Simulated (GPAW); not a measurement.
# How the form of the self-energy moves the gap of H (Cmce)

Wanted: the gap of H (Cmce) under several approximations, with cost.

Method: LDA and many-body steps on it, plane waves, in GPAW 26.7.0.

### 1. Starting point

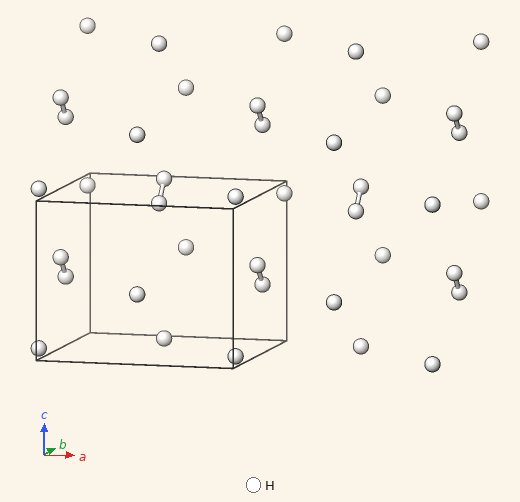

The starting structure, seen slightly off an axis (hydrogen white). 2×1×2 cells are drawn. This picture shows the conventional cell, with its axes. Bonds to atoms that aren't drawn are left out. Some periodic images of atoms are drawn too.

As a file:

```cif
data_structure
_symmetry_space_group_name_H-M 'Cmce'
_symmetry_Int_Tables_number 64
_cell_length_a 5.2470
_cell_length_b 5.1338
_cell_length_c 4.1418
_cell_angle_alpha 90.000
_cell_angle_beta 90.000
_cell_angle_gamma 90.000
_cell_volume 111.57
loop_
_atom_site_label
_atom_site_type_symbol
_atom_site_symmetry_multiplicity
_atom_site_Wyckoff_symbol
_atom_site_fract_x
_atom_site_fract_y
_atom_site_fract_z
_atom_site_occupancy
H1 H 8 f 0.50000 0.54670 0.06851 1
```

The cell and positions are those that the Materials Project relaxed with its own functionals (PBE, PBE+U or r2SCAN), kept fixed.

### 2. Empty states on the mesh, 4×4×4 mesh, 266 bands

This step: GPAW 26.7.0; DFT, LDA, plane waves, PAW.

The sums over transitions need many empty states on a uniform mesh; this step solves for them.

The input, run.py:

```python
import json
import numpy as np
from gpaw.mpi import world
from gpaw import GPAW

calc = GPAW('gs.gpw').fixed_density(kpts={'size': (4, 4, 4), 'gamma': True},
    parallel={'domain': 1, 'band': 1},
    txt='nscf.txt')
calc.diagonalize_full_hamiltonian(nbands=266)
calc.write('full.gpw', mode='all')
res = {}
kpts = calc.get_ibz_k_points()
res['kpts'] = kpts
res['eigenvalues'] = [calc.get_eigenvalues(kpt=k) for k in range(len(kpts))]
res['n_electrons'] = calc.get_number_of_electrons()

if world.rank == 0:
    with open('result.json', 'w') as f:
        json.dump(res, f, default=lambda x: x.tolist())
```

The run is started by

```bash
mpirun -n 4 gpaw python run.py
```

Numbers of over 12 decimals in the logs are rounded to 6 here.

What it wrote:

```text
Diagonalizing LCAO Hamiltonian
Converting LCAO to pw mode
convergence criteria:
- Maximum integral of absolute [eigenst]ate change: 4e-08 eV^2 / valence electron
maximum number of iterations: 100

SCF iterations
|iter     |     time |      energy | eigst |  dens |
|iter:   1|  |             | +2.74 |       |
|iter:   2|  |             | +1.28 |       |
|iter:   3|  |             | -0.72 |       |
|iter:   4|  |             | -2.56 |       |
|iter:   5|  |             | -4.79 |       |
|iter:   6|  |             | -6.50 |       |
|iter:   7|  |             | -7.53c|       |
SCF steps: 7
  __  _  _
 | _ |_)|_||  |
 |__||  | ||/\| - 26.7.0

Input parameters:
  mode=PW(ecut=600.0),
  convergence={'density': 1e-06, 'bands': -3},
  gpts=array([21, 21, 24]),
  kpts=MonkhorstPack(size=(4, 4, 4), gamma=True),
  maxiter=100,
  nbands=10,
  occupations=Occupations(name='fermi-dirac', width=0.001, fixmagmom=False),
  parallel={'domain': 1, 'band': 1},
  xc=XC(name='LDA')
Matrix size: 1880x1880
# Writing to full.gpw (mode='all')
  [... matrices ...]

timing:  # [seconds]
  Total: 43.605  # ━━━━━━━━━━━━━━━━━━━━━━━━━━━━━━━━━━━━━━━━━━━━━━━━━━━━━━━━━━
```

Elapsed: 47 s, on 4 MPI ranks of Arm Neoverse V1, shared host; peak memory 1.8 GiB; 3.2 min of CPU time.

This step gave:

```
gap                                                           : 8.694 eV
k of the valence top                                          : 0, 0, 0
k of the conduction bottom                                    : 0.5, 0, 0.5
least direct gap                                              : 9.356 eV
k points computed                                             : 24
lowest point of the top converged band, above the valence top : 163.0874 eV
```

On this mesh the gap is 8.694 eV.

### 3. G0W0, Godby-Needs plasmon pole

G0W0 replaces the xc potential by the self-energy, built once from these orbitals. Only a window of levels is corrected, while the sums run over the empty bands that the input names.

This step: G0W0 on LDA, plane waves, PAW.

The input, run.py:

```python
import json
import numpy as np
from gpaw.mpi import world
from gpaw.response.g0w0 import G0W0

gw = G0W0('full.gpw',
    filename='gw',
    kpts=[0, 16],
    bands=(0, 4),
    ecut=96,
    nbands=119,
    integrate_gamma='WS',
    ppa=True)
gw.calculate()
res = {mode: {k: v for k, v in r.items() if k != 'sigma_eskwn'}
       for mode, r in gw.all_results.items()}

if world.rank == 0:
    with open('result.json', 'w') as f:
        json.dump(res, f, default=lambda x: x.tolist())
```

The run is started by

```bash
mpirun -n 4 gpaw python run.py
```

What it wrote:

```text
Using integrator: PointIntegrator
FrequencyGridDescriptor(from 0.000+0.000j to 0.000+27.211j eV, 2 points)
Nonperiodic BCs:  [False False False]
Using integrator: PointIntegrator
FrequencyGridDescriptor(from 0.000+0.000j to 0.000+27.211j eV, 2 points)
Nonperiodic BCs:  [False False False]
  ___  _ _ _
 |   || | | |
 | | || | | |
 |__ ||_____|
 |___|

BZ k-points: Symmetries present (total): 4

  [... matrices ...]
64 k-points: 4 x 4 x 4 Monkhorst-Pack grid + [1/8,1/8,1/8]
24 k-points in the irreducible part of the Brillouin zone
       k-points in crystal coordinates                weights
   0:     0.00000000    0.00000000    0.00000000          1/64
   1:     0.00000000    0.00000000    0.25000000          2/64
   2:     0.00000000    0.00000000    0.50000000          1/64
   3:     0.25000000   -0.25000000   -0.25000000          2/64
   4:     0.25000000   -0.25000000    0.00000000          2/64
   5:     0.25000000   -0.25000000    0.25000000          2/64
   6:     0.25000000   -0.25000000    0.50000000          2/64
   7:     0.25000000    0.00000000   -0.25000000          4/64
   8:     0.25000000    0.00000000    0.00000000          4/64
   9:     0.25000000    0.00000000    0.25000000          4/64
          ...
  23:     0.50000000    0.50000000    0.50000000          1/64

Distributing spins, k-points and bands (1 x 2 x 4) over 4 processes
Number of blocks: 1

Quasi particle states:
k-points (IBZ indices): [0, 16]
Band range: (0, 4)
  [... matrices ...]
Computational parameters:
Plane wave cut-off: 96 eV
Number of bands: 119
Coulomb cutoff: None
Broadening: 0.1 eV

fxc modes: GW
Kernel: RPA
Using Godby-Needs plasmon-pole approximation:
  Fitting energy: i*E0, E0 = 1.000 Hartree
Summing all q:

Calculating screened Coulomb potential
No Coulomb truncation
FrequencyGridDescriptor(from 0.000+0.000j to 0.000+27.211j eV, 2 points)
Removing empty qpoint cache files...

Calculating chi0 body with:
    Ground state adapter containing:
    Number of spins: 1
    Number of kpoints: 64
    Number of irreducible kpoints: 24
    Number of completely occupied states: 2
    Number of partially occupied states: 2
    Occupied states memory: 0.322998046875 M / cpu

    Linear response parametrization:
    q_c: [0.0, 0.0, 0.0]
    Number of frequency points: 2
    Planewave cutoff: 96.0
    Number of bands: 119
    Number of planewaves: 119
    Broadening (eta): 1e-06
    comm.size: 4
    kncomm.size: 4
    blockcomm.size: 1

    Memory estimate of potentially large arrays:
        chi0_wGG: 0.432159 M / cpu
Integrating chi0 body.

Symmetries of q_c:
    Direct symmetries (Uq -> q): 4
    Indirect symmetries (TUq -> q): 0
In total 4 allowed symmetries.

  [... matrices ...]
24 groups of equivalent kpoints. 62.5% reduction.

Integral kind: response function
Integrating chi0 head and wings.

Symmetries of q_c:
    Direct symmetries (Uq -> q): 4
    Indirect symmetries (TUq -> q): 0
In total 4 allowed symmetries.

  [... matrices ...]
24 groups of equivalent kpoints. 62.5% reduction.

Integral kind: response function wings

Calculating chi0 body with:
    Ground state adapter containing:
    Number of spins: 1
    Number of kpoints: 64
    Number of irreducible kpoints: 24
    Number of completely occupied states: 2
    Number of partially occupied states: 2
    Occupied states memory: 0.322998046875 M / cpu

    Linear response parametrization:
[... the further q-points ...]

Results:
f:      Occupation numbers
eps:     KS-eigenvalues [eV]
vxc:     KS vxc [eV]
exx:     Exact exchange [eV]
sigma:   Self-energies [eV]
dsigma:  Self-energy derivatives
Z:       Renormalization factors
qp:      QP-energies [eV]

k-point 0 (0): (0.000, 0.000, 0.000)                GW
band       f     eps     vxc     exx   sigma  dsigma       Z      qp
                                                                   GW
   0   1.000 -10.293 -10.426 -16.627   1.094  -0.160   0.862 -14.697
   1   1.000  -8.352 -12.365 -18.149   0.951  -0.160   0.862 -12.516
   2   0.000   2.598  -6.706  -2.233  -1.731  -0.099   0.910   5.092
   3   0.000   3.832  -7.412  -3.362  -1.760  -0.110   0.901   5.896

k-point 1 (16): (0.500, 0.000, 0.500)                GW
band       f     eps     vxc     exx   sigma  dsigma       Z      qp
                                                                   GW
   0   1.000  -9.014 -11.726 -17.666   1.000  -0.163   0.860 -13.263
   1   1.000  -9.014 -11.726 -17.666   1.000  -0.163   0.860 -13.263
   2   0.000   0.342  -5.578  -1.713  -1.602  -0.089   0.918   2.420
   3   0.000   0.342  -5.578  -1.713  -1.602  -0.089   0.918   2.420
```

Elapsed: 46 s, on 4 MPI ranks; peak memory 0.82 GiB; 3 min of CPU time.

This step gave:

| Item | Value |
| --- | --- |
| G0W0 gap on the points computed | 14.94 eV |
| least direct G0W0 gap on the computed points | 15.68 eV |
| Z at the valence top | 0.8618 |
| Z at the conduction bottom | 0.9182 |
| starting gap on the mesh | 8.694 eV |
| k of the valence top | 0, 0, 0 |
| k of the conduction bottom | 0.5, 0, 0.5 |

The gap on the mesh goes from 8.69 eV to 14.94 eV, a correction of +6.24 eV.

### 4. One-shot HSE06

This step: one-shot HSE06 levels on LDA orbitals, plane waves, PAW.

The input, run.py:

```python
import json
import numpy as np
from gpaw.mpi import world
from gpaw.hybrids.eigenvalues import non_self_consistent_eigenvalues

dft, vxc, vxc_hyb = non_self_consistent_eigenvalues('full.gpw', 'HSE06', 0, 4, kpt_indices=[0, 16])
res = {'dft': dft[0], 'hybrid': (dft - vxc + vxc_hyb)[0]}
if world.rank == 0:
    with open('hybrid.txt', 'w') as f:
        for k, e0, e1 in zip([0, 16], res['dft'], res['hybrid']):
            print(k, ' '.join(f'{x:9.4f}' for x in e0), '|', ' '.join(f'{x:9.4f}' for x in e1), file=f)

if world.rank == 0:
    with open('result.json', 'w') as f:
        json.dump(res, f, default=lambda x: x.tolist())
```

The run is started by

```bash
mpirun -n 4 gpaw python run.py
```

What it wrote:

```text
IBZ(<points: 24, symmetries: 4>)
Occupied bands: 2
Transforming wave functions from IBZ to BZ: 0.017 seconds
Distributing wave functions and iFFT-ing to real space: 0.057 seconds
Calculating eigenvalues:
  k-points: 2
  Bands: 0-3 (inclusive)
  Seconds: 0.188 (wave-function broadcasting: 0.005 seconds)
HSE06-eigenvalue shifts:
  min: -1.529 eV
  ave: -0.396 eV
  max: 0.744 eV
```

Run time: 3 s. Hardware: 4 MPI ranks; peak memory 0.45 GiB; 12 s of CPU time.

This step gave:

- starting gap on the mesh: 8.694 eV
- hybrid gap on the mesh: 10.94 eV
- least direct hybrid gap on the computed points: 11.58 eV

[end of part 1 of 2]

[Paths, hosts, dates, memory and timing lines, banners, echoed tables and standing remarks are left out of the program output.]

[Logs are printed without paths, hosts, clocks, repeated set-up lines and the standing remarks that a program may print on its own settings, such as how far it seeks lower states.]

[Runs of the session that timed out or met a known fault of the program may be left out.]

[Hosts, paths, dates, database ids (printed as entryN), source tags and the programs' standing remarks are cut or masked in the printed files.]
